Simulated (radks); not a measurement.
Atomic calculation, with input and output: Al

The neutral aluminium atom in the configuration [Ne] 3s2 3p1. Computed at this level: scalar-relativistic Kohn-Sham, PBE, spin-unpolarised, spherical densities, point nucleus (the in-house radial solver radks).

**Summary**

- outcome: converged
- total energy: −242.684686 hartree
- kinetic energy: 243.126314 hartree
- electron–nucleus energy: −580.369115 hartree
- Hartree energy: 112.989089 hartree
- exchange–correlation energy: −18.430975 hartree
- radius at density 0.001 e/bohr³: 4.55 bohr
- SCF iterations: 14
- hardware: 1 CPU thread, shared host

**Input file**
```
Z 13
configuration [Ne] 3s2 3p1 4s0 3d0
relativity scalar-relativistic
functional pbe,pbe
spin unpolarised
nucleus point
c 137.035999084
```

Energies in input and log are in hartree, lengths in bohr.

**The program's output**
```
1s      1   2.0000         -55.53353945
2s      1   2.0000          -3.97499633
2p      1   6.0000          -2.55933518
3s      1   2.0000          -0.28491421
3p      1   1.0000          -0.09966781
4s      1   0.0000          -0.01258345
3d      1   0.0000           0.00045893
Etot -242.68468647805113
Ekin 243.12631441634866
Encl -580.3691151951383
Eh 112.98908902708006
Exc -18.43097472634158
err 1.6739674332196526e-09
it 14
```

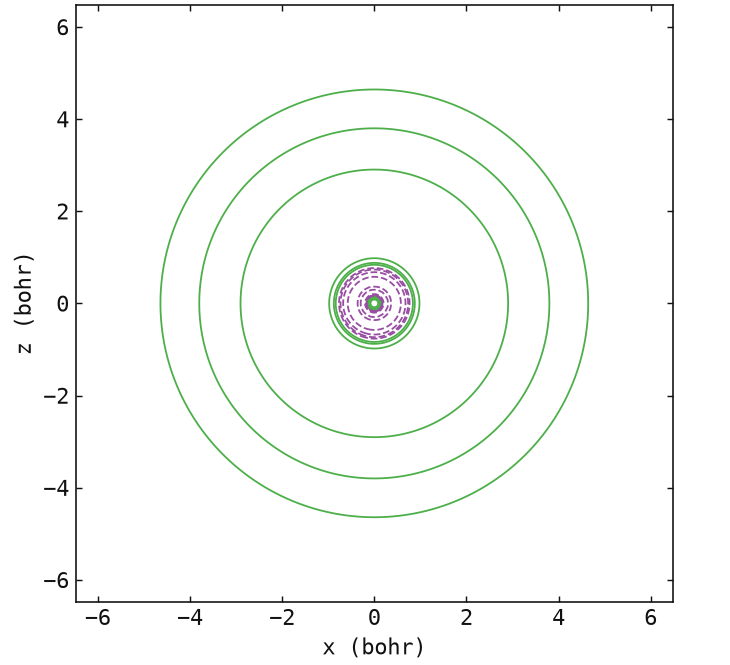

Fig. 1: One occupied orbital is shown. In the xz plane through the nucleus, contours of ψ are drawn, solid for positive and dashed for negative values, each about twice the one before. The radial function comes from the spherical calculation and is multiplied by a real spherical harmonic; the overall sign is chosen so that the largest lobe of P(r) is positive; at the scalar-relativistic level it is the large component. It is 3s. It has no angular node and 2 radial nodes, at r = 0.161 and 0.800 bohr. The outermost maximum of P² lies at 2.09 bohr, ⟨r⟩ = 2.54 bohr, 90 % of the charge lies within 3.90 bohr, and the eigenvalue is −7.75 eV, with 2 electrons in the shell.

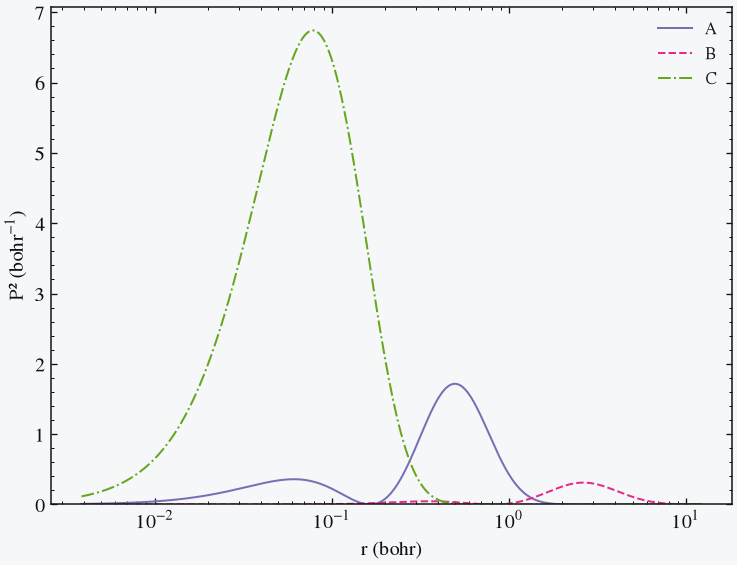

Fig. 2: The radial probability densities P² of 3p, 2s and 1s. A is 2s; B is 3p; C is 1s. 1s: outer maximum at 0.0784 bohr, ⟨r⟩ = 0.120 bohr, 0 nodes, eigenvalue −1511 eV; 2s: outer maximum at 0.497 bohr, ⟨r⟩ = 0.626 bohr, 1 node, eigenvalue −108.2 eV; 3p: outer maximum at 2.64 bohr, ⟨r⟩ = 3.45 bohr, 1 node, eigenvalue −2.71 eV.

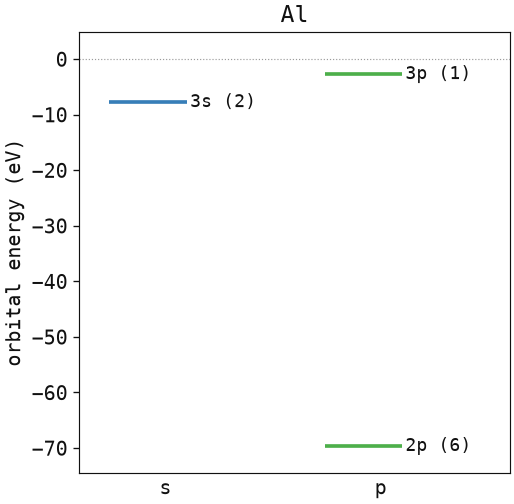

Fig. 3: The outer levels are drawn by angular momentum (occupations in brackets). The highest occupied level is 3p at −2.71 eV. From the top down the occupied levels run 3p (−2.71 eV), 3s (−7.75 eV), 2p (−69.6 eV). The measured ionisation energy (NIST) is 5.99 eV; minus the highest level, 2.71 eV, lies 55 % below it, as is usual for a semilocal functional, whose potential decays too fast.
